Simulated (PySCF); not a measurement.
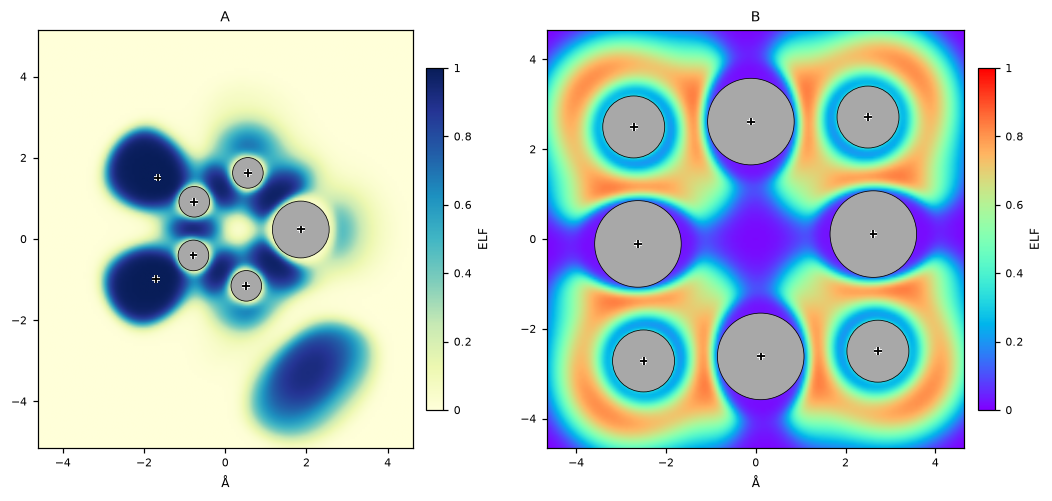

The electron localisation function of 2 systems, each on a plane through atoms (crosses mark nuclei in the plane; grey discs cover the cores).

All numbers below come from wB97X-D/def2-SVPD, SCF density, gas phase (PySCF 2.14.0).

System 1: C₆H₉ClSi, the plane of atoms C7, C6 and H13. Geometry: GFN2-xTB.

```xyz
17

C     2.1151   -0.1029    1.2435
C     1.7835   -0.3487   -0.0121
Cl    2.9957   -0.2467   -1.2583
C     0.4284   -0.6550   -0.5364
C    -0.5305   -1.0742    0.5416
C    -1.6397   -0.3786    0.7187
C    -1.9023    0.8136   -0.1524
Si   -0.4049    0.8934   -1.3314
H     1.3712   -0.1447    2.0191
H     3.1210    0.1384    1.5360
H     0.5241   -1.4623   -1.2690
H    -0.2818   -1.9433    1.1330
H    -2.3740   -0.6365    1.4686
H    -2.8524    0.6896   -0.6741
H    -2.0111    1.7073    0.4641
H    -0.7496    0.6600   -2.7352
H     0.4001    2.1025   -1.1658
```

System 2: Mg₄Te₄ ((MgTe)4 ring), the molecular plane. Geometry: PBE0-D3(BJ)/def2-SVP; core potentials replace the inner electrons of Te.

```xyz
8

Mg   -1.8263   -1.8740    0.1561
Te   -2.6409   -0.8459    2.4095
Mg   -0.7846    0.9877    2.2726
Te    1.0605    2.8271    2.1086
Mg    1.8481    1.8571   -0.1829
Te    2.6394    0.8605   -2.4616
Mg    0.8309   -1.0170   -2.2852
Te   -0.9890   -2.8811   -2.1008
```

> Which map belongs to which system?

Panel A is system 1, C₆H₉ClSi: the plane holds C, Si and H. C–C (1.32 Å): the ELF peaks at about 0.90 between the atoms (a multiple bond). Panel B is system 2, Mg₄Te₄: the plane holds Mg and Te. Mg–Te (2.61 Å): the ELF peaks at about 0.80 in the valence shell of Te, 1.3 Å from its nucleus, and is about 0.80 at the midpoint.
